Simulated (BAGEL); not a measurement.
# UHF/6-31G(d) (density fitting with qzvpp-jkfit, spherical functions) run of GeH3O2 (SMILES [O][GeH2][OH])

What is the vertical doublet–quartet gap of GeH3O2 at UHF/6-31G* (density fitting with qzvpp-jkfit, spherical functions)? 

The calculation is run with BAGEL 1.2.2.

7 further runs of the same task are left out: 5 that didn't finish, 2 set aside as unsound or not needed. Runs told in other sessions of the task aren't counted.

## (1) The molecule

The species is GeH3O2 (6 atoms), meant as a doublet with charge 0. As SMILES, `[O][GeH2][OH]`. The shape is that of a PBE0-D4/def2-TZVP optimisation. This is one conformer, not always the lowest.

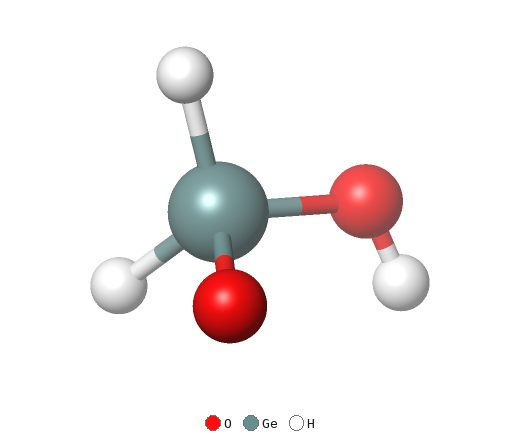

Viewed from a chosen angle; oxygen red, germanium teal, hydrogen white.

## (2) A single-point energy at UHF/6-31G(d) (density fitting with qzvpp-jkfit, spherical functions)

File input.json:

```json
{ "bagel" : [

{
  "title" : "molecule",
  "basis" : "6-31gs.json",
  "df_basis" : "qzvpp-jkfit",
  "angstrom" : "true",
  "geometry" : [
    { "atom" : "O", "xyz" : [   -1.694000,   -0.455900,    0.556900 ] },
    { "atom" : "Ge", "xyz" : [   -0.249900,    0.168600,   -0.295800 ] },
    { "atom" : "O", "xyz" : [    1.186300,    0.124100,    0.735000 ] },
    { "atom" : "H", "xyz" : [   -0.134800,   -0.795800,   -1.489800 ] },
    { "atom" : "H", "xyz" : [   -0.447300,    1.647000,   -0.628900 ] },
    { "atom" : "H", "xyz" : [    1.381600,   -0.751900,    1.076400 ] }
  ]
},
{
  "title" : "uhf",
  "nopen" : 1
},
{
  "title" : "print",
  "file" : "orbitals.molden",
  "orbitals" : "true"
}

]}
```

The basis set 6-31G* is read from a file made from the Basis Set Exchange's data (not shown).

Launch:

```console
BAGEL_NUM_THREADS=1 BAGEL input.json > input.out
```

Standard output (excerpt; [...] marks lines left out):

```text
* using 1 threads per process

  ===============================================================
  ===============================================================

  *** Geometry ***

  { "atom" : "O", "xyz" : [     -3.201196,     -0.861526,      1.052388 ] },
  { "atom" : "Ge", "xyz" : [     -0.472243,      0.318608,     -0.558981 ] },
  { "atom" : "O", "xyz" : [      2.241782,      0.234515,      1.388949 ] },
  { "atom" : "H", "xyz" : [     -0.254735,     -1.503844,     -2.815314 ] },
  { "atom" : "H", "xyz" : [     -0.845274,      3.112379,     -1.188449 ] },
  { "atom" : "H", "xyz" : [      2.610846,     -1.420885,      2.034101 ] },

  Number of auxiliary basis functions:      474

  Since a DF basis is specified, we compute 2- and 3-index integrals:
    o Being stored without compression. Storage requirement is 0.017 GB

  Number of basis functions:       66
  Number of electrons      :       51

    * METHOD: MOLECULE                             0.18

  *** Open-shell HF ***

  === Nuclear Repulsion ===
   205.8280250557

      * DIIS with orbital gradients will be used.

  === UHF iteration (6-31gs.json) ===
      0      -2225.86606016          0.06963974           0.08
      1      -2225.77163715          0.08308107           0.08
      2      -2225.68315053          0.08329120           0.08
      3      -2226.47028148          0.01151019           0.08
      4      -2226.50691867          0.00591534           0.08
      5      -2226.51693408          0.00226294           0.08
      6      -2226.51937230          0.00073245           0.08
      7      -2226.51963452          0.00023641           0.08
      8      -2226.51973962          0.00014153           0.08
      9      -2226.51979153          0.00012054           0.08
     10      -2226.51983004          0.00009755           0.08
     11      -2226.51984367          0.00007276           0.08
     12      -2226.51984939          0.00006293           0.08
     13      -2226.51985947          0.00005549           0.08
     14      -2226.51986801          0.00005297           0.08
     15      -2226.51987389          0.00005154           0.08
     16      -2226.51987809          0.00005042           0.08
     17      -2226.51988356          0.00004898           0.08
     18      -2226.51989785          0.00004533           0.08
     19      -2226.51991902          0.00003909           0.09
     20      -2226.51994917          0.00003470           0.08
     21      -2226.51995275          0.00002949           0.08
     22      -2226.51996286          0.00002400           0.08
     23      -2226.51997025          0.00001707           0.08
     24      -2226.51997261          0.00001087           0.08
     25      -2226.51997316          0.00000586           0.08
     26      -2226.51997344          0.00000394           0.08
[... 12 lines of this table left out ...]
     39      -2226.51997379          0.00000008           0.08
     40      -2226.51997379          0.00000005           0.08
     41      -2226.51997379          0.00000004           0.08
     42      -2226.51997379          0.00000004           0.08
     43      -2226.51997379          0.00000003           0.08
     44      -2226.51997379          0.00000003           0.08
     45      -2226.51997379          0.00000003           0.08
     46      -2226.51997379          0.00000002           0.08
     47      -2226.51997379          0.00000002           0.09
     48      -2226.51997379          0.00000002           0.08
     49      -2226.51997379          0.00000001           0.08
     50      -2226.51997379          0.00000001           0.08
     51      -2226.51997379          0.00000001           0.08
    * SCF iteration converged.

    * S^2 (UHF) is 0.7572

    * Permanent dipole moment:
           (   -0.322119,     0.269284,     0.529794) a.u.

    * METHOD: UHF                                  4.52

    * METHOD: PRINT                                0.01

  ===============================================================
```

Wall time 5.1 s (1 thread of Arm Neoverse V2, shared host).

## (3) The quartet

File job.json:

```json
{ "bagel" : [

{
  "title" : "molecule",
  "basis" : "6-31gs.json",
  "df_basis" : "qzvpp-jkfit",
  "angstrom" : true,
  "geometry" : [
    { "atom" : "O", "xyz" : [   -1.694000,   -0.455900,    0.556900 ] },
    { "atom" : "Ge", "xyz" : [   -0.249900,    0.168600,   -0.295800 ] },
    { "atom" : "O", "xyz" : [    1.186300,    0.124100,    0.735000 ] },
    { "atom" : "H", "xyz" : [   -0.134800,   -0.795800,   -1.489800 ] },
    { "atom" : "H", "xyz" : [   -0.447300,    1.647000,   -0.628900 ] },
    { "atom" : "H", "xyz" : [    1.381600,   -0.751900,    1.076400 ] }
  ]
},
{ "title" : "uhf", "nopen" : 3 },
{ "title" : "print", "file" : "orbitals.molden", "orbitals" : true }

]}
```

The basis set 6-31G* is read from a file made from the Basis Set Exchange's data (not shown).

Launch:

```console
BAGEL_NUM_THREADS=1 BAGEL job.json > job.out
```

Standard output:

```text
* using 1 threads per process

  ===============================================================
  ===============================================================

  *** Geometry ***

  { "atom" : "O", "xyz" : [     -3.201196,     -0.861526,      1.052388 ] },
  { "atom" : "Ge", "xyz" : [     -0.472243,      0.318608,     -0.558981 ] },
  { "atom" : "O", "xyz" : [      2.241782,      0.234515,      1.388949 ] },
  { "atom" : "H", "xyz" : [     -0.254735,     -1.503844,     -2.815314 ] },
  { "atom" : "H", "xyz" : [     -0.845274,      3.112379,     -1.188449 ] },
  { "atom" : "H", "xyz" : [      2.610846,     -1.420885,      2.034101 ] },

  Number of auxiliary basis functions:      474

  Since a DF basis is specified, we compute 2- and 3-index integrals:
    o Being stored without compression. Storage requirement is 0.017 GB

  Number of basis functions:       66
  Number of electrons      :       51

    * METHOD: MOLECULE                             0.18

  *** Open-shell HF ***

  === Nuclear Repulsion ===
   205.8280250557

      * DIIS with orbital gradients will be used.

  === UHF iteration (6-31gs.json) ===
      0      -2225.70832743          0.05808499           0.09
      1      -2225.81237718          0.05619959           0.08
      2      -2225.88378875          0.05137837           0.08
      3      -2226.17581761          0.00704184           0.09
      4      -2226.19255710          0.00450241           0.08
      5      -2226.20685214          0.00341893           0.09
      6      -2226.22300742          0.00280660           0.09
      7      -2226.23917786          0.00193981           0.09
      8      -2226.24728656          0.00155995           0.08
      9      -2226.25033687          0.00135287           0.09
     10      -2226.25540592          0.00116783           0.09
     11      -2226.25734527          0.00093728           0.09
     12      -2226.26030526          0.00069432           0.09
     13      -2226.26139792          0.00041443           0.09
     14      -2226.26192934          0.00030306           0.09
     15      -2226.26200658          0.00014879           0.09
     16      -2226.26203190          0.00010548           0.09
     17      -2226.26204059          0.00008025           0.09
     18      -2226.26204965          0.00006499           0.09
     19      -2226.26206280          0.00004978           0.09
     20      -2226.26207268          0.00003344           0.09
     21      -2226.26207887          0.00001988           0.09
     22      -2226.26208031          0.00001320           0.09
     23      -2226.26208068          0.00001039           0.09
     24      -2226.26208082          0.00000850           0.09
     25      -2226.26208092          0.00000711           0.09
     26      -2226.26208097          0.00000606           0.09
     27      -2226.26208103          0.00000480           0.09
     28      -2226.26208106          0.00000352           0.09
     29      -2226.26208107          0.00000279           0.09
     30      -2226.26208108          0.00000233           0.08
     31      -2226.26208110          0.00000179           0.08
     32      -2226.26208112          0.00000102           0.09
     33      -2226.26208113          0.00000071           0.08
     34      -2226.26208113          0.00000049           0.09
     35      -2226.26208113          0.00000036           0.09
     36      -2226.26208113          0.00000029           0.09
     37      -2226.26208113          0.00000022           0.09
     38      -2226.26208113          0.00000016           0.09
     39      -2226.26208113          0.00000014           0.08
     40      -2226.26208113          0.00000013           0.08
     41      -2226.26208113          0.00000011           0.09
     42      -2226.26208113          0.00000008           0.08
     43      -2226.26208113          0.00000005           0.09
     44      -2226.26208113          0.00000004           0.09
     45      -2226.26208113          0.00000003           0.09
     46      -2226.26208113          0.00000002           0.09
     47      -2226.26208113          0.00000002           0.09
     48      -2226.26208113          0.00000001           0.09
     49      -2226.26208113          0.00000001           0.09
    * SCF iteration converged.

    * S^2 (UHF) is 3.7636

    * Permanent dipole moment:
           (    1.024383,     0.664889,     0.131873) a.u.

    * METHOD: UHF                                  4.49

    * METHOD: PRINT                                0.01

  ===============================================================
```

Wall time 4.8 s (1 thread of Arm Neoverse V2, shared host).

## (4) What came out

Level: UHF/6-31G* (density fitting with qzvpp-jkfit, spherical functions).

| quantity | value |
| --- | --- |
| doublet: total energy | -2226.51997 Eh |
| doublet: dipole moment | 1.72 D |
| doublet: ⟨S²⟩ | 0.757 |
| quartet: total energy | -2226.26208 Eh |
| quartet: dipole moment | 3.12 D |
| quartet: ⟨S²⟩ | 3.764 |
| vertical energy of the quartet above the doublet | 7.018 eV |

What this shows: At this shape the quartet lies 7.02 eV (677 kJ/mol) above the doublet.
